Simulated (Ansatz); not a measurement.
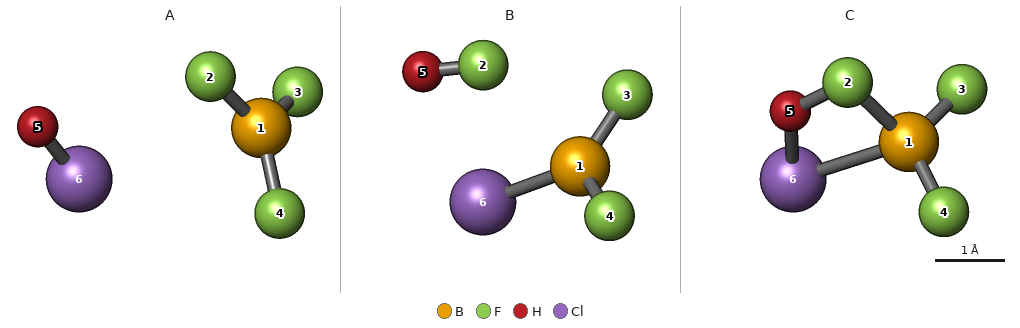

Three geometries of BHClF$_{3}$: a saddle point and the two minima that it joins, in shuffled order. The picture is a ball-and-stick view, seen from a free direction. Sticks join atoms that are closer than about 1.2 times the sum of their covalent radii (a little more with hydrogen).

Stationary points at PBE0-D4/def2-TZVP, single-point energies with CCSD(T)/CBS, BLYP-D4, BHLYP-D4, PBE-QIDH (def2-TZVPP where no basis is named; Ansatz 0.2.0). The energies are electronic, without zero-point or thermal terms, and both ends are the minima reached downhill from the saddle, with any fragments still in contact. CCSD(T)/CBS stands for a frozen-core estimate: MP2 correlation extrapolated from def2-TZVPP and def2-QZVPP, CCSD(T) minus MP2 from the smaller set.

Question: Identify the saddle point and describe the reaction.

Answer: Frame C is the saddle point. Counted by bonded pieces, A holds BF₃ + HCl and B holds BClF₂ + HF. From A over the saddle to B, bonds form: B1–Cl6 (3.09 → 2.02 → 1.75 Å), F2–H5 (2.95 → 1.15 → 0.92 Å). Bonds break: B1–F2 (1.32 → 1.54 → 2.57 Å), H5–Cl6 (1.28 → 1.57 → 3.03 Å). The saddle has one imaginary mode, 862i cm⁻¹. With CCSD(T)/CBS the barrier is 134.2 kJ/mol from A and 74.2 kJ/mol from B, and B lies 60.0 kJ/mol above A.

```csv
level,barrier from A (kJ/mol),barrier from B (kJ/mol),B less A (kJ/mol)
CCSD(T)/CBS,134.2,74.2,60.0
BLYP-D4,122.7,61.6,61.1
BHLYP-D4,150.3,81.7,68.6
PBE-QIDH,124.0,64.8,59.3
```

Against CCSD(T)/CBS, PBE-QIDH comes closest on the barrier from A (−10.2 kJ/mol) and BHLYP-D4 misses most (+16.1 kJ/mol).

Limits of the set-up: the start holds two separate molecules, 2.9 Å apart at their closest, whose relative position is a soft coordinate.
